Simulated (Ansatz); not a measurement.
The starting structures come from a database of crystals and need not be the phases stable at ambient conditions.

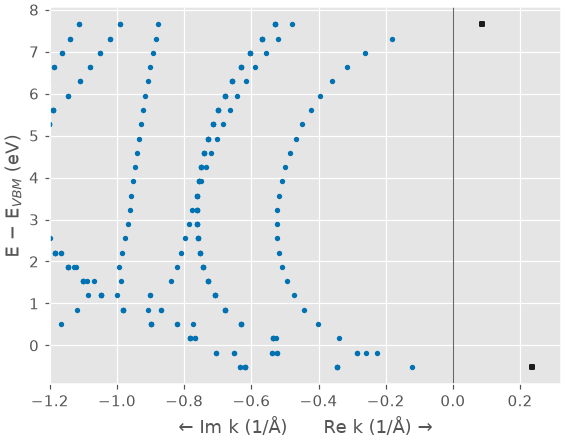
Fig. 1. Complex bands at the centre of the two-dimensional zone; r2SCAN (Ansatz, a first-principles code)

The gap is the functional's own. No spin-orbit coupling. Mid-gap values are those at the computed energy nearest the middle.

Question: This is Cs2NaAlF6 (R-3m, 20 atoms a cell, 17.3 Å³ an atom, -3 GPa at this level) along the normal of (001). Read off the slowest decay at the centre of the two-dimensional zone at 3.91 eV, the computed energy nearest the middle of the gap.

Answer: κ ≈ 0.51 1/Å, a decay length 1/(2κ) of the density of 0.98 Å.
